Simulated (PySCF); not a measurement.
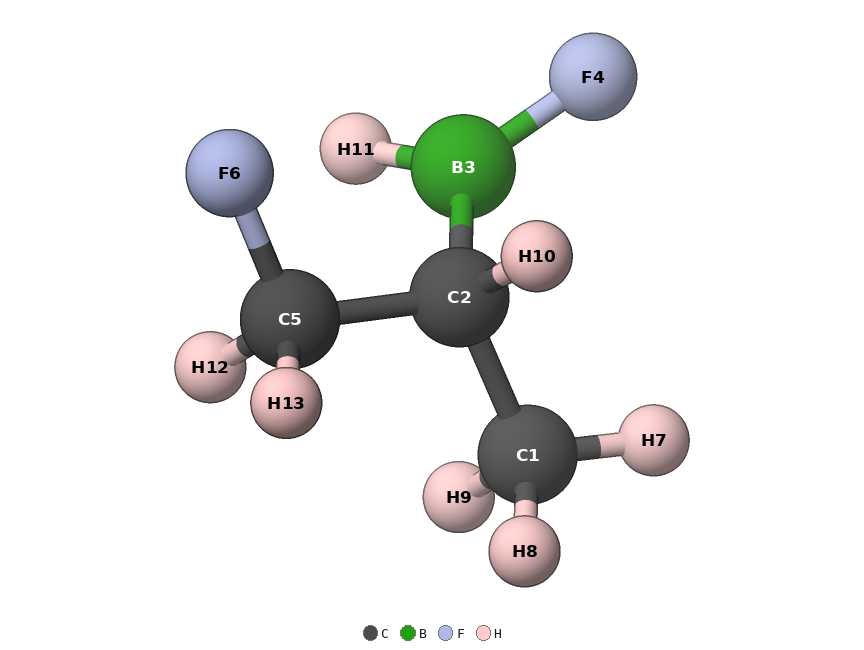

The computed structure is the end point of a PBE0-D3(BJ)/def2-SVP optimisation. No frequency run is at hand to confirm it as a minimum. Level of theory: B3LYP/6-31G* indirect spin-spin coupling, non-relativistic, gas phase (PySCF 2.14.0). Isotopes: 11B, 13C, 19F, 1H.

Give the spin–spin coupling constants of these pairs, with the number of bonds between them: B3/F4, C5/F6, B3/C5, B3/H10, F4/H11, F6/H12, B3/H8, B3/H13, B3/F6, F4/H10.

```
   pair  bonds apart  J (Hz)
 B3, F4            1   −90.8
 C5, F6            1  −189.8
 B3, C5            2    −2.9
B3, H10            2    −5.4
F4, H11            2    49.2
F6, H12            2    47.2
 B3, H8            3     8.3
B3, H13            3     9.9
 B3, F6            3     5.7
F4, H10            3     6.3
```

Density functionals are unreliable for couplings to fluorine, so those rows may be far off.
